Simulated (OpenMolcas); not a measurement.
Run report: InH$_{2}$OF, excited-state calculation (part 1 of 3)

- system: InH$_{2}$OF, SMILES [OH][InH][F]
- method: CASPT2/ANO-RCC-VDZ, DKH2 (OpenMolcas 26.06)

Some settings of this run were made unusual or wrong on purpose. The geometry comes from this level: PBE0-D4/def2-TZVP.

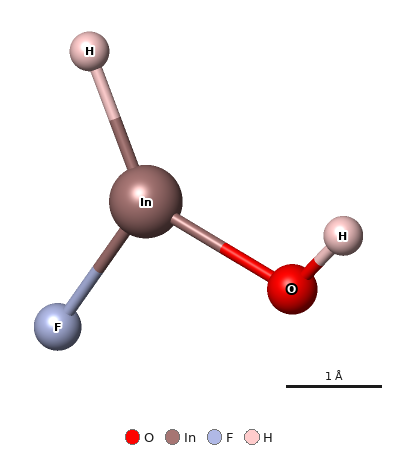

Fig. 1: The structure (ball-and-stick view, seen at a tilt). Sticks mark near contacts.

## The input
```
>>> EXPORT MOLCAS_PRINT=2

&GATEWAY
  Coord = struct.xyz
  Basis = ANO-RCC-VDZ
  Group = NoSym
  RICD

&SEWARD

&RASSCF
  FileOrb = $CurrDir/step2.RasOrb
  Spin = 1
  Nactel = 4 0 0
  Inactive = 32
  Ras2 = 3
  CIRoot = 3 3 1
  OrbListing = Nothing

&CASPT2
  Multistate = all
  Shift = 5
```

## File struct.xyz
```
5

O     -1.279500    -0.345900    -0.577400
In     0.480100     0.042500     0.210000
F      1.185900    -1.654700     0.841500
H     -1.725200     0.429800    -0.925700
H      1.388500     1.454700     0.410200
```

Launch command:
```bash
export MOLCAS_MEM=1860
pymolcas step18.input > step18.log
```

## The program's output
```
--- Start Module: gateway ---

                                              &GATEWAY

                       available to each process: 1.9 GB of memory, 1 thread

++    Symmetry information:
      ---------------------

                    Character Table for C1

                             E
                    a        1  x, y, xy, Rz, z, xz, Ry, yz, Rx, I
--

++    Basis set information:
      ----------------------

      Basis set label: O.ANO-RCC...3S2P.

      Electronic valence basis set:
      ------------------
      Associated Effective Charge   8.000000 au
      Associated Actual Charge      8.000000 au
      Nuclear Model: Point charge

      Shell  nPrim  nBasis  Cartesian Spherical Contaminant
         s      14       3        X
         p       9       2        X

      Basis set label: IN.ANO-RCC...6S5P2D.

      Electronic valence basis set:
      ------------------
      Associated Effective Charge  49.000000 au
      Associated Actual Charge     49.000000 au
      Nuclear Model: Point charge

      Shell  nPrim  nBasis  Cartesian Spherical Contaminant
         s      22       6        X
         p      19       5        X
         d      13       2                 X

      Basis set label: F.ANO-RCC...3S2P.

      Electronic valence basis set:
      ------------------
      Associated Effective Charge   9.000000 au
      Associated Actual Charge      9.000000 au
      Nuclear Model: Point charge

      Shell  nPrim  nBasis  Cartesian Spherical Contaminant
         s      14       3        X
         p       9       2        X

      Basis set label: H.ANO-RCC...2S.

      Electronic valence basis set:
      ------------------
      Associated Effective Charge   1.000000 au
      Associated Actual Charge      1.000000 au
      Nuclear Model: Point charge

      Shell  nPrim  nBasis  Cartesian Spherical Contaminant
         s       8       2        X
--

++    Molecular structure info:
      -------------------------

                    ************************************************
                    **** Cartesian Coordinates / bohr, angstrom ****
                    ************************************************

     Center  Label                x              y              z                     x              y              z
        1      O1              -2.417905      -0.653656      -1.091128             -1.279500      -0.345900      -0.577400
        2      IN2              0.907258       0.080313       0.396842              0.480100       0.042500       0.210000
        3      F3               2.241026      -3.126930       1.590205              1.185900      -1.654700       0.841500
        4      H4              -3.260156       0.812204      -1.749319             -1.725200       0.429800      -0.925700
        5      H5               2.623885       2.748985       0.775166              1.388500       1.454700       0.410200

                    ***************************************
                    *    InterNuclear Distances / bohr    *
                    ***************************************

               1 O1            2 IN2           3 F3            4 H4            5 H5
    1 O1       0.000000
    2 IN2      3.716110        0.000000
    3 F3       5.917116        3.672800        0.000000
    4 H4       1.814208        4.744366        7.545343        0.000000
    5 H5       6.362441        3.195582        5.944513        6.689251        0.000000

                    *******************************************
                    *    InterNuclear Distances / angstrom    *
                    *******************************************

               1 O1            2 IN2           3 F3            4 H4            5 H5
    1 O1       0.000000
    2 IN2      1.966480        0.000000
    3 F3       3.131203        1.943562        0.000000
    4 H4       0.960037        2.510610        3.992823        0.000000
    5 H5       3.366859        1.691029        3.145701        3.539799        0.000000
--

            Nuclear Potential Energy            271.91164150 au

--- Stop Module: gateway /rc=_RC_ALL_IS_WELL_ ---
--- Module gateway spent 6 seconds ---

--- Start Module: seward ---

                                              &SEWARD

                       available to each process: 1.9 GB of memory, 1 thread

               SEWARD will generate:
                  Multipole Moment integrals up to order  2
                  Kinetic Energy integrals
                  Nuclear Attraction integrals (point charge)
                  One-Electron Hamiltonian integrals
                  Velocity integrals
                  Relativistic Douglas-Kroll-Hess integrals:
                    - Parametrization         : EXP
                    - DKH order of Hamiltonian: 2
                    - DKH order of Properties : 0
                         - multipole moment operators
                         - electric potential operators
                         - contact operators
                  Orbital angular momentum around (  0.7077  -0.3755   0.3777 )
                  Velocity quadrupole around (  0.7077  -0.3755   0.3777 )
                  Atomic mean-field integrals
                  RI decomposed two-electron repulsion integrals stored Cholesky style
                   - acCD auxiliary basis
                   - CD Threshold:   1.00E-04

                   Integrals are discarded if absolute value <: 1.00E-14
                   Integral cutoff threshold is set to       <: 1.00E-16

            Nuclear Potential Energy            271.91164150 au

      Basis set specifications :
      Symmetry species         a
      Basis functions           53

--- Stop Module: seward /rc=_RC_ALL_IS_WELL_ ---
--- Module seward spent 2 seconds ---

--- Start Module: rasscf ---

                                              &RASSCF

                       available to each process: 1.9 GB of memory, 1 thread

      Header of the ONEINT file:
      --------------------------

      OrdInt status: non-squared

      Cartesian coordinates in angstrom:
      -----------------------------------------------------
      No.  Label        X            Y            Z
      -----------------------------------------------------
       1   O1        -1.27950000  -0.34590000  -0.57740000
       2   IN2        0.48010000   0.04250000   0.21000000
       3   F3         1.18590000  -1.65470000   0.84150000
       4   H4        -1.72520000   0.42980000  -0.92570000
       5   H5         1.38850000   1.45470000   0.41020000
      -----------------------------------------------------
      Nuclear repulsion energy =  271.91164150

++    Wave function specifications:
      -----------------------------

      Number of closed shell electrons          64
      Number of electrons in active shells       4
      Max number of holes in RAS1 space          0
      Max nr of electrons in RAS3 space          0
      Number of inactive orbitals               32
      Number of active orbitals                  3
      Number of secondary orbitals              18
      Spin quantum number                      0.0
      State symmetry                             1
--

++    Orbital specifications:
      -----------------------

      Symmetry species                           1
                                                 a
      Frozen orbitals                            0
      Inactive orbitals                         32
      Active orbitals                            3
      RAS1 orbitals                              0
      RAS2 orbitals                              3
      RAS3 orbitals                              0
      Secondary orbitals                        18
      Deleted orbitals                           0
      Number of basis functions                 53
--

++    CI expansion specifications:
      ----------------------------

      Number of CSFs                             6
      Number of spin combinations                6
      Number of determinants                     9
      Number of root(s) required                 3
      Root chosen for geometry opt.              3
      CI roots used                              1     2     3
      weights                                0.333 0.333 0.333
      highest root included in the CI            3
      max. size of the explicit Hamiltonian      6
--

++    Optimization specifications:
      ----------------------------

      RASSCF algorithm: LK RI/DF
      Maximum number of macro iterations       200
      Maximum number of SX iterations          100
      Threshold for RASSCF energy            1.000E-08
      Threshold for max MO rotation          1.000E-01
      Threshold for max BLB element          1.000E-04
      Level shift parameter                  5.000E-01
      Make Quasi-Newton update
--

      The MO-coefficients are taken from the file:
      step2.RasOrb
      Title: RASSCF average (pseudo-natural) orbitals

      Total molecular charge    0.00

      ************************************************************************************************************************
      *                                            Wave function control section                                             *
      ************************************************************************************************************************

                                         RASSCF iterations: Energy and convergence statistics
                                         ----------------------------------------------------

          iter iter root      energy       change     param      element    value   shift minimum  type update hh:mm:ss
 Nr of preliminary CI iterations:   1
      Total energies have been shifted. Add                -6000.00 au
        1   1    3    0   -52.49857614    0.00E+00   3.50E-05   31  38 1 -4.37E-05   0.36   0.00    SX    NO    0:00:00
        2   1    3    0   -52.49857615   -1.28E-08*  3.81E-05   32  36 1 -2.70E-05   0.36   0.00    SX    NO    0:00:00
        3   1    3    0   -52.49857616   -4.05E-09   4.14E-05   32  36 1 -1.51E-05   0.36   0.00    SX    NO    0:00:00
        4   1    3    0   -52.49857616   -2.01E-09   4.50E-05   32  36 1 -9.94E-06   0.36   0.00    SX    NO    0:00:00
      Convergence after  4 iterations
        5   1    3    0   -52.49857616   -1.87E-09   4.50E-05   32  34 1 -8.08E-06   0.36   0.00    SX    NO    0:00:00

      ************************************************************************************************************************
                                                      Wave function printout:
                       occupation of active orbitals, and spin coupling of open shells (u,d: Spin up or down)
      ************************************************************************************************************************

      Note: transformation to natural orbitals
      has been made, which may change the order of the CSFs.

      printout of CI-coefficients larger than  0.05 for root  1
      energy=   -6052.695320
      conf/sym  111     Coeff  Weight
             1  220   0.98182 0.96397
             2  2ud   0.18450 0.03404

      printout of CI-coefficients larger than  0.05 for root  2
      energy=   -6052.427480
      conf/sym  111     Coeff  Weight
             1  220  -0.12961 0.01680
             2  2ud   0.50945 0.25954
             4  u2d  -0.84462 0.71338
             5  ud2   0.05280 0.00279
             6  022  -0.08416 0.00708

      printout of CI-coefficients larger than  0.05 for root  3
      energy=   -6052.372929
      conf/sym  111     Coeff  Weight
             1  220  -0.13767 0.01895
             2  2ud   0.82592 0.68214
             4  u2d   0.52918 0.28003
             6  022  -0.11875 0.01410

      Natural orbitals and occupation numbers for root  1
      sym 1:   1.999356   1.998202   0.002442

      Natural orbitals and occupation numbers for root  2
      sym 1:   1.306018   1.998728   0.695254

      Natural orbitals and occupation numbers for root  3
      sym 1:   1.996802   1.237922   0.765277

      ************************************************************************************************************************
      *                                                    Final results                                                     *
      ************************************************************************************************************************

++    Final optimization conditions:
      ------------------------------

      Average CI energy                           -6052.49857616
      RASSCF energy for state  3                  -6052.37292915
      Super-CI energy                                -0.00000000
      RASSCF energy change                           -0.00000000
      Max change in MO coefficients               3.589E-05
      Max non-diagonal density matrix element     4.504E-05
      Maximum BLB matrix element                 -8.082E-06
      (orbital pair  32,  34 in symmetry   1)
      Norm of electronic gradient            4.670E-01
--

      Final state energy(ies):
      ------------------------

::    RASSCF root number  1 Total energy:  -6052.69531976
::    RASSCF root number  2 Total energy:  -6052.42747958
::    RASSCF root number  3 Total energy:  -6052.37292915
      Von Neumann Entropy (Root   1) =  0.01358

      Mulliken population analysis for root number:  1
      -----------------------------------------------

++    Molecular charges:
      ------------------

      Mulliken charges per centre
      ---------------------------

                O1      IN2     F3      H4      H5
      Total    9.0422 47.4317  9.8193  0.6600  1.0468

      N-E     -1.0422  1.5683 -0.8193  0.3400 -0.0468

      Total electronic charge=   68.000000

      Total            charge=   -0.000000
--
```
